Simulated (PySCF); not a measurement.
Ionisation energy of neutral selenium ([Ar] 3d¹⁰ 4s² 4p⁴ → [Ar] 3d¹⁰ 4s² 4p³). PySCF, aug-cc-pwCVDZ-PP with a 10-electron core potential, unrestricted single determinants, no spin-orbit coupling. Methods marked “subvalence” freeze no core electrons.

By method:

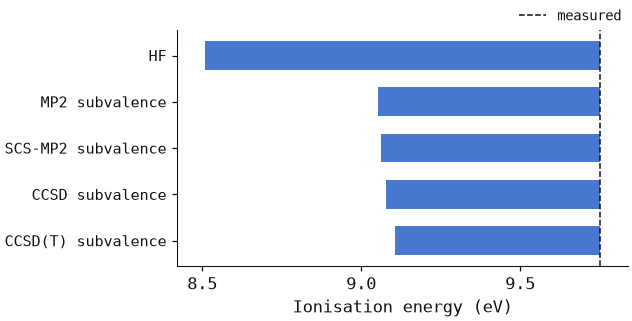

```csv
Method,Ionisation energy (eV)
HF,8.508
MP2 subvalence,9.054
SCS-MP2 subvalence,9.062
CCSD subvalence,9.078
CCSD(T) subvalence,9.106
```

The values run from 8.508 eV (HF) to 9.106 eV (CCSD(T) subvalence). The measured value is 9.752 eV; nearest to it come CCSD(T) subvalence (−0.646) and CCSD subvalence (−0.674), furthest HF (−1.244 eV).

Note: spin-orbit shift not estimated.
